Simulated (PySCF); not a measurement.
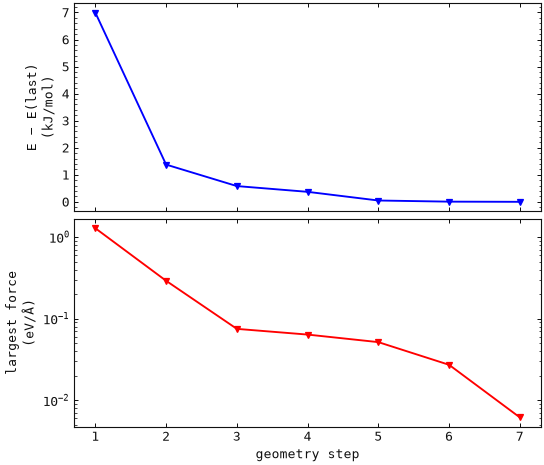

History of a geometry optimisation.

C₅H₁₂O (SMILES CCCCCO); PBE0-D3(BJ)/def2-SVP, geometry optimisation in PySCF 2.14.0, density fitting.

Question: How did the optimisation end?

Answer: The optimisation met its thresholds at geometry 7, counting the start as the first. The energy fell by about 7 kJ/mol from the first step to the last. The largest force goes from about 1.3 eV/Å at the start to 6 × 10⁻³ eV/Å at the end.

Question: By which step was nine tenths of the energy gained?

Answer: By step 3 of 7.
